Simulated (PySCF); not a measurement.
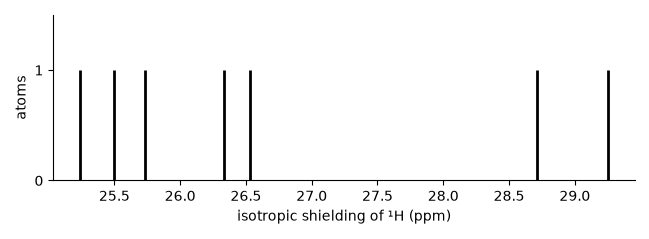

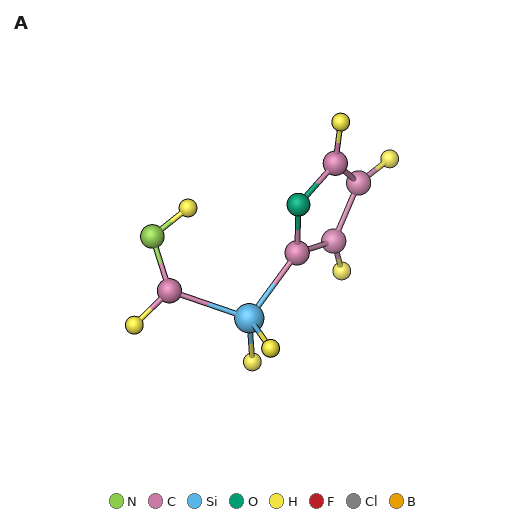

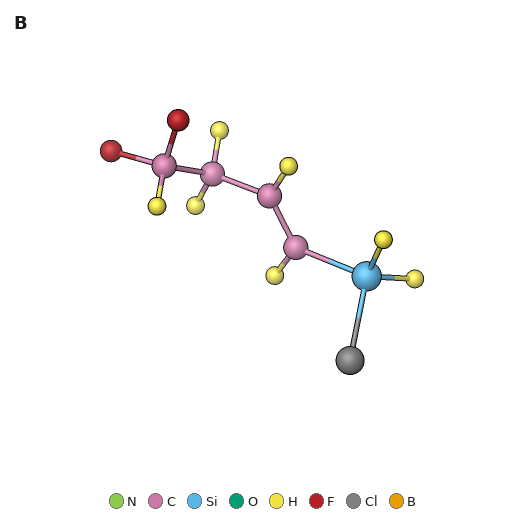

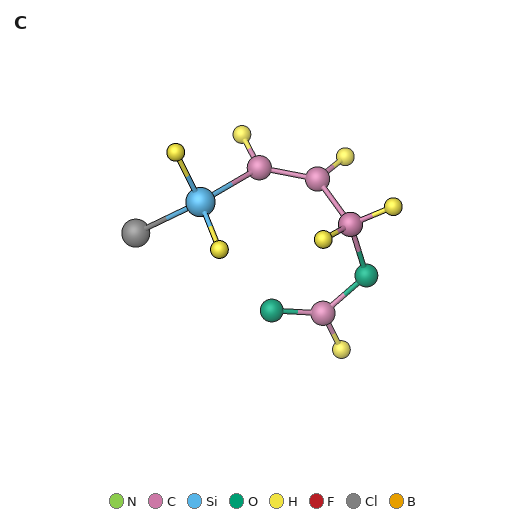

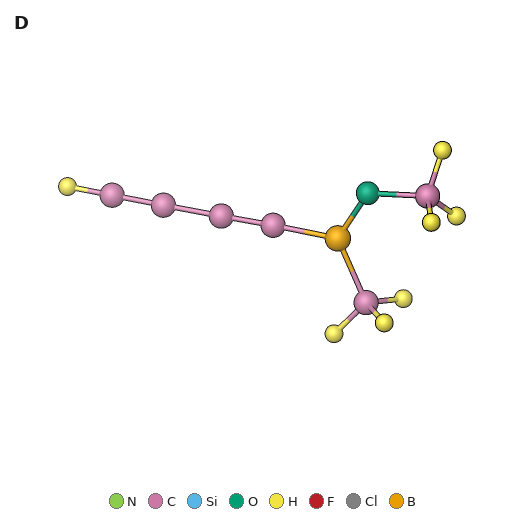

The sticks are computed shieldings of one of the molecules, for one fixed geometry (GFN2-xTB) without averaging over rotations. Low shielding means a high chemical shift. Method: GIAO PBE0/pcSseg-1 NMR shielding, non-relativistic, gas phase (PySCF 2.14.0).

> Which molecule gives this pattern?

B, `FC(F)C/C=C/[SiH2]Cl`. Its 7 H atoms give lines at 25.24, 25.50, 25.73, 26.33, 26.53, 28.71, 29.25 ppm.

The geometry is semi-empirical. Around B, Si such bond lengths and angles can be off by a tenth of an ångström or more and by several degrees, and values that hang on the shape move with them.
